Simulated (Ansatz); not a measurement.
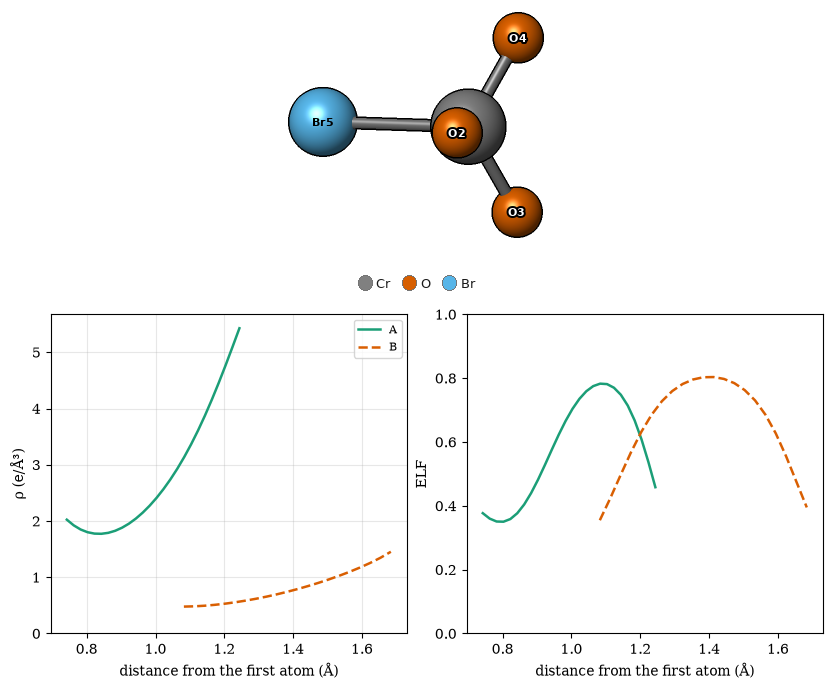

*BrCrO$_{3}$ (charge −1). Total electron density and electron localisation function along straight lines between neighbouring atoms. The curves leave out the atomic cores. The structure is drawn too.*

Geometry: PBE-D4/def2-SVPD.

These are results of RKS PBE0-D4/def2-TZVPD (Ansatz 0.2.0), not measurements.

```xyz
5

Cr    0.0900    0.1555    0.0645
O     0.0733    0.0912    1.6680
O     1.5896    0.1197   -0.5056
O    -0.7100    1.4371   -0.4767
Br   -1.0430   -1.8035   -0.7502
```

Which curve belongs to which contact (Cr–Br and Cr–O)? The first atom named is at distance zero.

Curve A: Cr–O (1.60 Å): ρ at the midpoint is about 1.8 e/Å³; the ELF peaks at about 0.80 in the valence shell of O, 0.5 Å from its nucleus, and drops to about 0.35 between the two atoms. Curve B: Cr–Br (2.41 Å): ρ is about 0.53 e/Å³ halfway; the ELF peaks at about 0.80 in the valence shell of Br, 1.0 Å from its nucleus, and is about 0.65 at the midpoint.
